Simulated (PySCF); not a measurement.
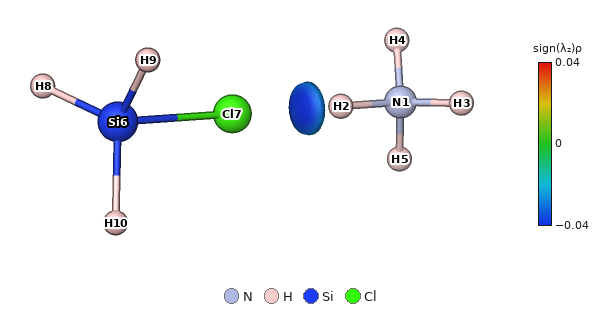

Figure. ClH$_{7}$NSi, charge +1, SMILES `[NH4+].[SiH3]Cl`. Non-covalent interaction surfaces between the fragments (reduced density gradient s = 0.5, coloured by sign(λ₂)ρ in a.u.; trimmed to the region between the fragments where ρ is under 0.06 a.u.). Fragment A: NH4(+1) (atoms 1–5); fragment B: SiH3Cl.

PySCF calculation, BP86/6-31+G*, gas phase; geometry: GFN2-xTB. GFN2-xTB bond lengths at metals and heavier atoms can be off by up to 0.1 Å and shapes distorted, which carries into these values.

Geometry (Å), atoms numbered from 1:

```
N1       3.0624   -0.0001    0.0000
H2       1.9967    0.0001   -0.0000
H3       3.3968    0.2726   -0.9281
H4       3.3968   -0.9401    0.2280
H5       3.3968    0.6675    0.7001
Si6     -1.9864   -0.0001    0.0000
Cl7      0.0585    0.0002    0.0000
H8      -2.2696   -0.8340    1.1564
H9      -2.2696   -0.5845   -1.3005
H10     -2.2696    1.4185    0.1441
```

Q: Interpret the surfaces between the fragments.

A: Bond critical points between the fragments: H2···Cl7, hydrogen bond, 1.94 Å, ρ = 0.040 a.u. It appears blue (attractive, sign(λ₂)ρ well below zero). The pose is a local one from a semi-empirical search, not shown to be the most stable. With a charged fragment, long-range electrostatics, which these surfaces don't show, weighs heavily in the interaction energy.

Q: How strongly are they bound?

A: The counterpoise-corrected interaction energy of the frozen fragments is −10.3 kcal/mol without dispersion correction and −11.9 kcal/mol with D3(BJ). The pair geometry is semi-empirical, not a minimum at this level.
